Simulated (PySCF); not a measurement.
| atom | x (Å) | y (Å) | z (Å) |
| --- | --- | --- | --- |
| C | -1.1970 | 2.0755 | -0.7450 |
| C | -1.5516 | 0.6206 | -0.9958 |
| O | -0.7515 | -0.2114 | -0.1821 |
| C | -1.0590 | -1.5764 | -0.3191 |
| C | -0.0333 | -2.4117 | 0.3771 |
| C | 1.1934 | -1.9722 | 0.6079 |
| Cl | 2.2906 | -3.0199 | 1.4453 |
| Si | 1.8915 | -0.2649 | 0.1647 |
| Si | 1.3466 | 1.2622 | 1.8049 |
| H | -1.8296 | 2.7162 | -1.3535 |
| H | -1.3444 | 2.3180 | 0.3031 |
| H | -0.1564 | 2.2549 | -0.9977 |
| H | -1.3926 | 0.3655 | -2.0557 |
| H | -2.6133 | 0.4447 | -0.7621 |
| H | -1.0911 | -1.8517 | -1.3892 |
| H | -2.0569 | -1.7814 | 0.1012 |
| H | -0.3602 | -3.4014 | 0.6676 |
| H | 3.3488 | -0.5147 | 0.1697 |
| H | 1.6166 | 0.0185 | -1.2487 |
| H | 2.3519 | 1.2723 | 2.8748 |
| H | 1.3290 | 2.6371 | 1.2898 |
| H | 0.0578 | 1.0395 | 2.4633 |

Geometry: GFN2-xTB.

Computed with PySCF, PBE0/pcSseg-1, SCF density, gas phase, non-relativistic.

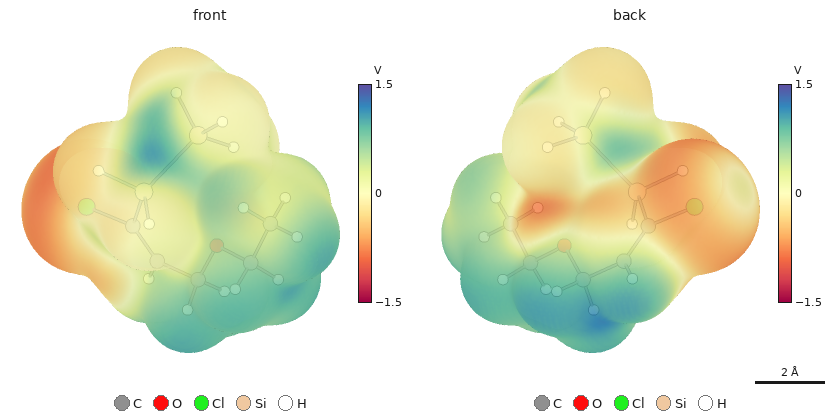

C5H13ClOSi2. The electrostatic potential painted on the density surface at 0.002 e/bohr³, seen from the front and from behind; the colour scale runs from red (negative) to blue (positive).

Describe the electrostatic potential map.

Answer. The most negative region (about −0.8 V) lies over O3 and Cl7, the most positive (about +1.2 V) over C4 and C5. Cl7 shows a σ-hole: about +0.2 V at the tip opposite its bond, against about −0.7 V on its flanks.

How polar is the molecule by this calculation?

Answer. Its dipole moment is 4.12 D.
